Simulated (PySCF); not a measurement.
# One shape, several levels: C4H6F2 (SMILES FC1CC(F)C1)

We compute a comparison of 5 runs (B2PLYP/def2-SVP, PBE/cc-pVDZ, PBE0/def2-SVP, wB97X/6-311G**, PBE/def2-TZVP) of C4H6F2. The job is set up through a Python script.

The results are computed with PySCF 2.14.0.

## Step 1: Starting point

C4H6F2: 12 atoms, total charge 0, spin state singlet. As SMILES, `FC1CC(F)C1`. The shape is that of a PBE0-D4/def2-TZVP optimisation.

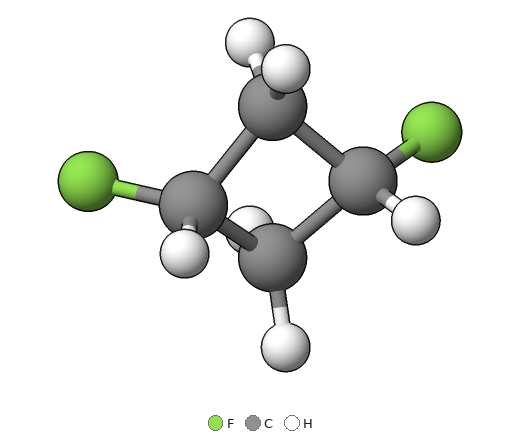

The structure, seen from a chosen angle (fluorine green, carbon grey, hydrogen white).

## Step 2: The energy at B2PLYP/def2-SVP (run 1)

job.py reads:

```python
# FC1CC(F)C1
from pyscf import gto, dft, mp

molecule = gto.M(
    atom=[
    ('F', (-2.030600, 0.930000, 0.318000)),
    ('C', (-0.953500, 0.391900, -0.343600)),
    ('C', (0.412000, 0.997000, -0.010800)),
    ('C', (0.962300, -0.430800, -0.010700)),
    ('F', (1.850100, -0.736500, 0.992200)),
    ('C', (-0.460900, -0.965100, 0.163900)),
    ('H', (-1.186600, 0.400600, -1.411000)),
    ('H', (0.846200, 1.736800, -0.681800)),
    ('H', (0.398100, 1.378500, 1.012200)),
    ('H', (1.424600, -0.720700, -0.957300)),
    ('H', (-0.759100, -1.871800, -0.360600)),
    ('H', (-0.684600, -1.055100, 1.228800)),
],
    verbose=3,
    basis='def2-svp',
    max_memory=1860,
    charge=0,
    spin=0,
)

calc0 = dft.RKS(molecule)
calc0.xc = '0.53*HF + 0.47*B88, 0.73*LYP'
calc0.grids.level = 5
calc0.conv_tol = 1e-10
calc0.kernel()
if not calc0.converged:
    calc0 = calc0.newton().run(calc0.mo_coeff, calc0.mo_occ)

pt = mp.MP2(calc0, frozen=6).run()
e_tot = calc0.e_tot + 0.27 * pt.e_corr
print('PT2 part  %.8f' % (0.27 * pt.e_corr))
print('E(%s) = %.9f' % ('B2PLYP', e_tot))
calc0.analyze()
```

Run with:

```console
$ OMP_NUM_THREADS=1 python job.py
```

The program printed:

```text
converged SCF energy = -354.791456094108
[... 8 lines left out ...]
MO #4   energy= -10.711306507179   occ= 2
[... 9 lines left out ...]
MO #14  energy= -0.597061337049458 occ= 2
[... 9 lines left out ...]
MO #24  energy= -0.385924205308363 occ= 2
[... 9 lines left out ...]
MO #34  energy= 0.283286045573902  occ= 0
[... 9 lines left out ...]
MO #44  energy= 0.653354984137175  occ= 0
[... 9 lines left out ...]
MO #54  energy= 0.822497693810639  occ= 0
[... 9 lines left out ...]
MO #64  energy= 1.43976205678218   occ= 0
[... 9 lines left out ...]
MO #74  energy= 1.83747972525677   occ= 0
[... 9 lines left out ...]
MO #84  energy= 2.05117294434633   occ= 0
[... 9 lines left out ...]
MO #94  energy= 2.57619320377285   occ= 0
[... 9 lines left out ...]
MO #104 energy= 3.18309829268117   occ= 0
[... 9 lines left out ...]
MO #114 energy= 3.96436589071936   occ= 0
[... 13 lines left out ...]
Dipole moment(X, Y, Z, Debye):  0.21618, -0.26545, -1.90186
```

Run time: 73 s. Hardware: 1 thread of Intel Xeon at 2.50GHz (Skylake/Cascade Lake), shared host; peak memory 0.62 GiB.

## Step 3: Energy and forces at PBE/cc-pVDZ (run 2)

run.py reads:

```python
from pyscf import gto, dft

mol = gto.M(
    atom=[
    ('F', (-2.030600, 0.930000, 0.318000)),
    ('C', (-0.953500, 0.391900, -0.343600)),
    ('C', (0.412000, 0.997000, -0.010800)),
    ('C', (0.962300, -0.430800, -0.010700)),
    ('F', (1.850100, -0.736500, 0.992200)),
    ('C', (-0.460900, -0.965100, 0.163900)),
    ('H', (-1.186600, 0.400600, -1.411000)),
    ('H', (0.846200, 1.736800, -0.681800)),
    ('H', (0.398100, 1.378500, 1.012200)),
    ('H', (1.424600, -0.720700, -0.957300)),
    ('H', (-0.759100, -1.871800, -0.360600)),
    ('H', (-0.684600, -1.055100, 1.228800)),
],
    basis='cc-pvdz',
    verbose=4,
    max_memory=1860,
)

myscf = dft.RKS(mol, xc='pbe')
myscf.grids.level = 5
myscf.conv_tol = 1e-10
myscf.kernel()
if not myscf.converged:
    myscf = myscf.newton().run(myscf.mo_coeff, myscf.mo_occ)

etot = myscf.e_tot
print('Final energy', etot)
grad = myscf.nuc_grad_method().kernel()
myscf.analyze()
```

Run with:

```console
$ OMP_NUM_THREADS=1 python run.py
```

The program printed:

```text
PySCF version 2.14.0

[... 83 lines left out ...]
converged SCF energy = -355.301537993246
[... 25 lines left out ...]
MO #4   energy= -9.97333625682775  occ= 2
[... 10 lines left out ...]
MO #15  energy= -0.425008686539707 occ= 2
[... 10 lines left out ...]
MO #26  energy= 0.0415547501796789 occ= 0
[... 10 lines left out ...]
MO #37  energy= 0.363643450516417  occ= 0
[... 10 lines left out ...]
MO #48  energy= 0.570969776098178  occ= 0
[... 10 lines left out ...]
MO #59  energy= 1.0457707047324    occ= 0
[... 10 lines left out ...]
MO #70  energy= 1.43371144494853   occ= 0
[... 10 lines left out ...]
MO #81  energy= 1.6553415516576    occ= 0
[... 10 lines left out ...]
MO #92  energy= 2.02240054249955   occ= 0
[... 10 lines left out ...]
MO #103 energy= 2.53277538169503   occ= 0
[... 10 lines left out ...]
MO #114 energy= 3.97770728323397   occ= 0
[... 90 lines left out ...]
pop of  6 H 2pz           0.00118
pop of  7 H 1s            0.88690
pop of  7 H 2s            0.00814
pop of  7 H 2px           0.00028
pop of  7 H 2py           0.00062
pop of  7 H 2pz           0.00048
pop of  8 H 1s            0.86660
pop of  8 H 2s            0.01172
pop of  8 H 2px           0.00013
pop of  8 H 2py           0.00039
pop of  8 H 2pz           0.00103
pop of  9 H 1s            0.89371
pop of  9 H 2s            0.00909
pop of  9 H 2px           0.00075
pop of  9 H 2py           0.00025
pop of  9 H 2pz           0.00091
pop of  10 H 1s           0.88690
pop of  10 H 2s           0.00814
pop of  10 H 2px          0.00020
pop of  10 H 2py          0.00086
pop of  10 H 2pz          0.00033
pop of  11 H 1s           0.86659
pop of  11 H 2s           0.01172
pop of  11 H 2px          0.00019
pop of  11 H 2py          0.00023
pop of  11 H 2pz          0.00113
 ** Mulliken atomic charges  **
charge of    0F =     -0.28775
charge of    1C =      0.19547
charge of    2C =     -0.22672
charge of    3C =      0.19547
charge of    4F =     -0.28776
charge of    5C =     -0.22673
charge of    6H =      0.09531
charge of    7H =      0.10357
charge of    8H =      0.12013
charge of    9H =      0.09530
charge of   10H =      0.10357
charge of   11H =      0.12014
Dipole moment(X, Y, Z, Debye):  0.16875, -0.20723, -1.48492
```

It took 1.8 min on 1 thread of Intel Xeon at 2.50GHz (Skylake/Cascade Lake), shared host; peak memory 1.2 GiB.

## Step 4: Energy and forces at PBE0/def2-SVP (run 3)

geometry.xyz reads:

```xyz
12

F     -2.030600     0.930000     0.318000
C     -0.953500     0.391900    -0.343600
C      0.412000     0.997000    -0.010800
C      0.962300    -0.430800    -0.010700
F      1.850100    -0.736500     0.992200
C     -0.460900    -0.965100     0.163900
H     -1.186600     0.400600    -1.411000
H      0.846200     1.736800    -0.681800
H      0.398100     1.378500     1.012200
H      1.424600    -0.720700    -0.957300
H     -0.759100    -1.871800    -0.360600
H     -0.684600    -1.055100     1.228800
```

job.py reads:

```python
from pyscf import gto, dft

mol = gto.M(
    atom='geometry.xyz',
    max_memory=1860,
    basis='def2-svp',
    verbose=4,
)

mf = dft.RKS(mol)
mf.xc = 'pbe0'
mf.conv_tol = 1e-10
mf.grids.level = 5
mf.kernel()
if not mf.converged:
    mf = mf.newton().run(mf.mo_coeff, mf.mo_occ)

energy = mf.e_tot
print('E(%s) = %.9f' % ('PBE0', energy))
grad = mf.nuc_grad_method().kernel()
mf.analyze()
```

Run with:

```console
$ OMP_NUM_THREADS=1 python job.py
```

The program printed:

```text
PySCF version 2.14.0

[... 105 lines left out ...]
MO #4   energy= -10.3170093771543  occ= 2
[... 10 lines left out ...]
MO #15  energy= -0.502628411546651 occ= 2
[... 10 lines left out ...]
MO #26  energy= 0.0761933660705925 occ= 0
[... 10 lines left out ...]
MO #37  energy= 0.422459991143362  occ= 0
[... 10 lines left out ...]
MO #48  energy= 0.648429886560583  occ= 0
[... 10 lines left out ...]
MO #59  energy= 1.10329003858423   occ= 0
[... 10 lines left out ...]
MO #70  energy= 1.61352207908734   occ= 0
[... 10 lines left out ...]
MO #81  energy= 1.9008243571288    occ= 0
[... 10 lines left out ...]
MO #92  energy= 2.38664230727839   occ= 0
[... 10 lines left out ...]
MO #103 energy= 2.98256493544378   occ= 0
[... 10 lines left out ...]
MO #114 energy= 3.80722737256934   occ= 0
[... 90 lines left out ...]
pop of  6 H 2pz           0.00125
pop of  7 H 1s            0.88785
pop of  7 H 2s            0.00846
pop of  7 H 2px           0.00025
pop of  7 H 2py           0.00061
pop of  7 H 2pz           0.00048
pop of  8 H 1s            0.86628
pop of  8 H 2s            0.01107
pop of  8 H 2px           0.00010
pop of  8 H 2py           0.00038
pop of  8 H 2pz           0.00101
pop of  9 H 1s            0.89281
pop of  9 H 2s            0.00944
pop of  9 H 2px           0.00074
pop of  9 H 2py           0.00023
pop of  9 H 2pz           0.00095
pop of  10 H 1s           0.88786
pop of  10 H 2s           0.00846
pop of  10 H 2px          0.00016
pop of  10 H 2py          0.00086
pop of  10 H 2pz          0.00032
pop of  11 H 1s           0.86627
pop of  11 H 2s           0.01108
pop of  11 H 2px          0.00016
pop of  11 H 2py          0.00020
pop of  11 H 2pz          0.00112
 ** Mulliken atomic charges  **
charge of    0F =     -0.30964
charge of    1C =      0.21134
charge of    2C =     -0.22103
charge of    3C =      0.21134
charge of    4F =     -0.30965
charge of    5C =     -0.22104
charge of    6H =      0.09584
charge of    7H =      0.10234
charge of    8H =      0.12116
charge of    9H =      0.09583
charge of   10H =      0.10234
charge of   11H =      0.12117
Dipole moment(X, Y, Z, Debye):  0.19845, -0.24368, -1.74600
```

Wall time 2 min (1 thread of Intel Xeon at 2.50GHz (Skylake/Cascade Lake), shared host); peak memory 1.2 GiB.

Run 4 isn't shown in full; the table further down has it.

## Step 5: Energy and gradient at PBE/def2-TZVP (run 5)

job.py reads:

```python
# FC1CC(F)C1
from pyscf import gto, dft

system = gto.M(
    atom='''
F   -2.030600   0.930000   0.318000
C   -0.953500   0.391900  -0.343600
C    0.412000   0.997000  -0.010800
C    0.962300  -0.430800  -0.010700
F    1.850100  -0.736500   0.992200
C   -0.460900  -0.965100   0.163900
H   -1.186600   0.400600  -1.411000
H    0.846200   1.736800  -0.681800
H    0.398100   1.378500   1.012200
H    1.424600  -0.720700  -0.957300
H   -0.759100  -1.871800  -0.360600
H   -0.684600  -1.055100   1.228800
''',
    charge=0,
    verbose=4,
    basis='def2-tzvp',
    max_memory=1860,
)

mf = dft.RKS(system, xc='pbe')
mf.grids.level = 5
mf.conv_tol = 1e-10
mf.kernel()
if not mf.converged:
    mf = mf.newton().run(mf.mo_coeff, mf.mo_occ)

etot = mf.e_tot
print('Final energy', etot)
grad = mf.nuc_grad_method().kernel()
dip = mf.dip_moment()
pop, q = mf.mulliken_pop()
```

Run with:

```console
$ OMP_NUM_THREADS=1 python job.py
```

The program printed:

```text
PySCF version 2.14.0

[... 85 lines left out ...]
converged SCF energy = -355.43835848733
Final energy -355.43835848733045
[... 12 lines left out ...]
Dipole moment(X, Y, Z, Debye):  0.18948, -0.23268, -1.66725
[... 196 lines left out ...]
pop of  7 H 2px           0.00593
pop of  7 H 2py           0.00871
pop of  7 H 2pz           0.00699
pop of  8 H 1s            0.27254
pop of  8 H 2s            0.47464
pop of  8 H 3s            0.13389
pop of  8 H 2px           0.00467
pop of  8 H 2py           0.00588
pop of  8 H 2pz           0.01156
pop of  9 H 1s            0.28075
pop of  9 H 2s            0.49365
pop of  9 H 3s            0.14584
pop of  9 H 2px           0.00549
pop of  9 H 2py           0.00532
pop of  9 H 2pz           0.01025
pop of  10 H 1s           0.27596
pop of  10 H 2s           0.48076
pop of  10 H 3s           0.10961
pop of  10 H 2px          0.00529
pop of  10 H 2py          0.01045
pop of  10 H 2pz          0.00588
pop of  11 H 1s           0.27255
pop of  11 H 2s           0.47464
pop of  11 H 3s           0.13386
pop of  11 H 2px          0.00512
pop of  11 H 2py          0.00465
pop of  11 H 2pz          0.01234
 ** Mulliken atomic charges  **
charge of    0F =     -0.19251
charge of    1C =      0.04474
charge of    2C =     -0.11980
charge of    3C =      0.04473
charge of    4F =     -0.19252
charge of    5C =     -0.11982
charge of    6H =      0.05872
charge of    7H =      0.11206
charge of    8H =      0.09683
charge of    9H =      0.05870
charge of   10H =      0.11205
charge of   11H =      0.09684
```

Wall time 12 min (1 thread of Intel Xeon at 2.50GHz (Skylake/Cascade Lake), shared host); peak memory 1.8 GiB.

## Step 6: Overview of the runs

```
run            level      task  frozen core orbitals  energy (Eh)  dipole moment (D)  HOMO energy (eV)  LUMO energy (eV)  wall time
  1  B2PLYP/def2-SVP    energy                     6  -355.088299               1.93            -10.50              2.54       73 s
  2      PBE/cc-pVDZ  gradient                     –  -355.301538               1.51             -7.00              0.62    1.8 min
  3    PBE0/def2-SVP  gradient                     –  -355.048990               1.77             -8.90              1.46      2 min
  4   wB97X/6-311G**  gradient                     –  -355.706034               1.85            -11.38              3.24      5 min
  5    PBE/def2-TZVP  gradient                     –  -355.438358               1.69             -7.36              0.19     12 min
```

## Step 7: Results

```
                       quantity          value
            run 5: total energy  -355.43836 Eh
           run 5: dipole moment         1.69 D
             run 5: HOMO energy       -7.36 eV
             run 5: LUMO energy        0.19 eV
           run 5: HOMO–LUMO gap        7.55 eV
run 5: largest force on an atom     0.738 eV/Å
```

The dipole moment (its size) runs from 1.51 D (PBE/cc-pVDZ) to 1.93 D (B2PLYP/def2-SVP). The two ends differ in method and basis. A double hybrid's value is that of its SCF part. The HOMO–LUMO gap runs from 7.55 eV (PBE/def2-TZVP) to 14.62 eV (wB97X/6-311G**). Totals of different functionals can't be ranked against each other. All runs together took 22 min, the longest 12 min.
